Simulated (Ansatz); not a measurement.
These are PBE (plane waves to 420 eV, PAW; Ansatz, a first-principles code) values and carry that method's errors.

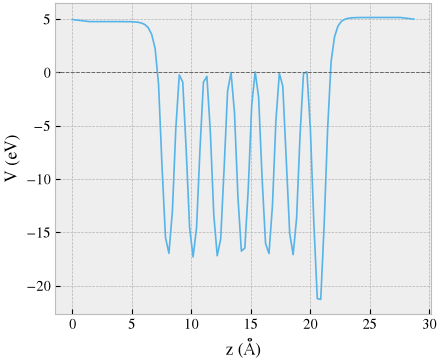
Figure: Electrostatic potential energy of an electron, averaged over planes parallel to the surface, in eV from the Fermi level, for a constructed model of the (111) surface of fcc Cu, a pseudomorphic layer of Pd in the host's stacking (bottom of the slab: a bare face, its two planes held)

Model: 7-atom slab, 12.9 Å thick at the start with caps and adatoms (thin: gaps and levels are the slab's own), 17x17x1 mesh, Fermi-Dirac 0.1 eV, dipole correction, 2 atoms held, the rest relaxed; held to the start's symmetry, so lower structures may exist; no spin, no spin-orbit, no U. In PBE it is, or lies within 0.01 eV a 1x1 cell of, the lowest of the 2 structures of its composition computed so far; subsurface sites and larger cells were not tried.

The vacuum level lies 5.16 eV above the Fermi level over the top face and 4.77 eV above it under the bottom face.
